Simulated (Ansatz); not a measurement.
Ir₂Rh₃

```
CELL_PARAMETERS angstrom
2.73521 0.00000 0.00000
-1.36761 2.36876 0.00000
0.00000 0.00000 22.02769
ATOMIC_POSITIONS crystal
Ir 0.33333 0.66667 0.64973
Ir 0.33333 0.66667 0.85027
Ir 0.66667 0.33333 0.14973
Ir 0.66667 0.33333 0.35027
Rh 0.33333 0.66667 0.05038
Rh 0.33333 0.66667 0.25000
Rh 0.33333 0.66667 0.44962
Rh 0.66667 0.33333 0.55038
Rh 0.66667 0.33333 0.75000
Rh 0.66667 0.33333 0.94962
```

Space group P6₃/mmc; a structure generated by program, which may or may not match a known phase; computed pressure about −16 GPa in this cell; computed without spin polarisation.

Theory: DFT LDA, scalar-relativistic, plane waves, PAW in Ansatz.

Predict the valence pseudo-density and electron localisation function between the atoms.

Answer. Rh–Rh (2.74 Å): ρ is about 0.34 e/Å³ halfway; the ELF is about 0.25 at the midpoint (no shared electron pair shows on this line).
Ir–Ir (2.74 Å): ρ at the midpoint is about 0.43 e/Å³; the ELF is about 0.35 at the midpoint: no shared electron pair shows on this line.
Bader's partition of the density gives Ir −0.06 and Rh +0.04 e.

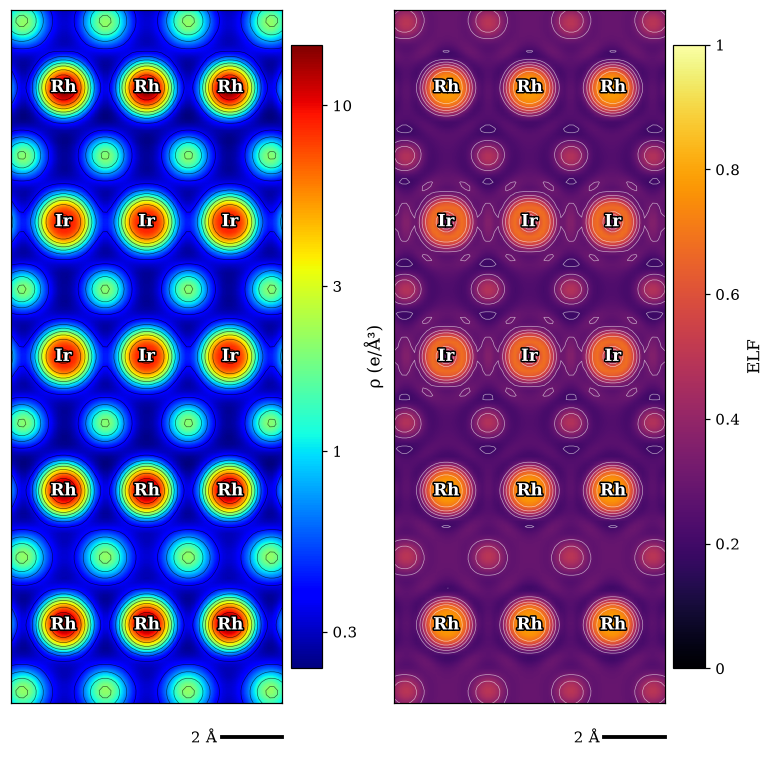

Computed valence pseudo-density and electron localisation function on the (100) plane of the conventional cell, in this order. Atoms just off the plane (Ir, 0.8 Å away and Rh, 0.8 Å away) can leave unmarked features too.

The density is the valence pseudo-density of a PAW calculation; it isn't the true density close to the nuclei.
